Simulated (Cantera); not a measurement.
A closed system holds: 1 mol TiO2, 0.34 mol CH4, 0.77 mol H2, 0.71 mol C, at 180000 Pa.

Equilibrium computed with Cantera from the NASA thermochemical tables; the gas is ideal and each condensed phase is pure. Candidate condensed phases: C, C6H6, C7H8, C8H18, H2O, Ti, TiC, TiO, TiO2, Ti2O3, Ti3O5, Ti4O7; 113 gas species. Mutual solubility and eutectic melting of coexisting phases are not modelled. TiC: taken at fixed stoichiometry. Condensed phases not in the tables: Magnéli phases beyond Ti4O7. Kinetics and transport are ignored.

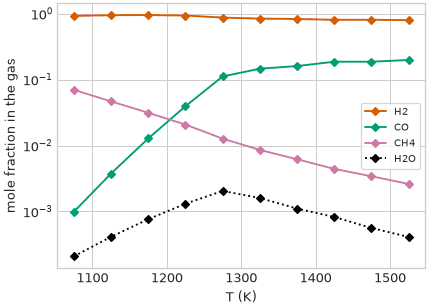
*Equilibrium gas composition (values under 1e-9 drawn at 1e-9)*

From 1075 K to 1275 K the condensed part is C(graphite) + TiO2(rutile) + Ti4O7(s). At 1325 K the condensed part is C(graphite) + Ti4O7(s). At 1375 K the condensed part is C(graphite) + Ti3O5(s) + Ti4O7(s). From 1425 K to 1475 K the condensed part is C(graphite) + Ti3O5(s). At 1525 K the condensed part is C(graphite) + TiC(s) + Ti3O5(s).
